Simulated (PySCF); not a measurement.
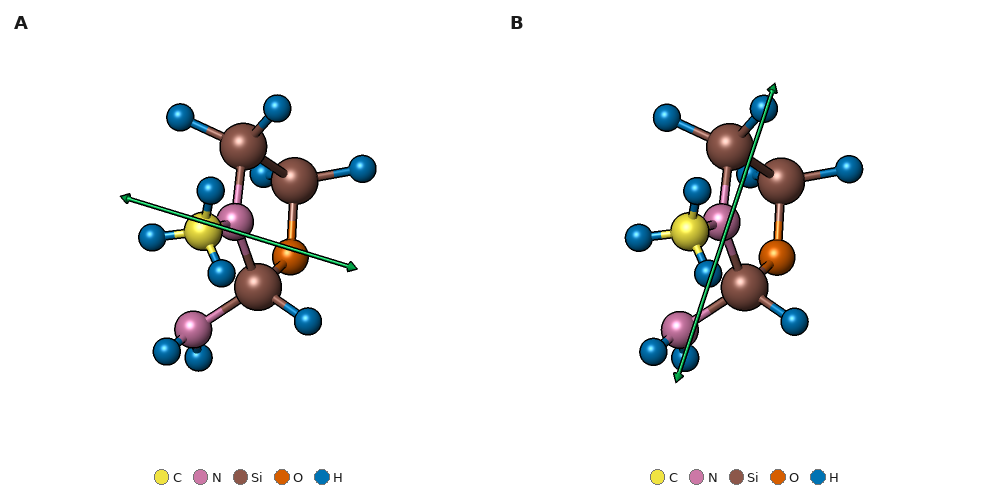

The double arrows show the directions of two transition dipoles from the ground state (lengths mean nothing). Computed geometry: GFN2-xTB optimisation. No frequency run is at hand to confirm it as a minimum. Method: TDDFT CAM-B3LYP/def2-SVPD, vertical, gas phase, core orbitals frozen in the response (PySCF 2.14.0).

Question. One belongs to singlet state 3 and one to singlet state 6. Which is which?

Answer. A: state 6, 6.84 eV (181 nm), oscillator strength 0.015, of mixed character, with the largest part HOMO → LUMO+2 (weight 0.34).
B: state 3, 6.45 eV (192 nm), oscillator strength 0.019, mainly HOMO−2 → LUMO (weight 0.86).

The geometry is semi-empirical. Around Si such bond lengths and angles can be off by a tenth of an ångström or more and by several degrees, and values that hang on the shape move with them.
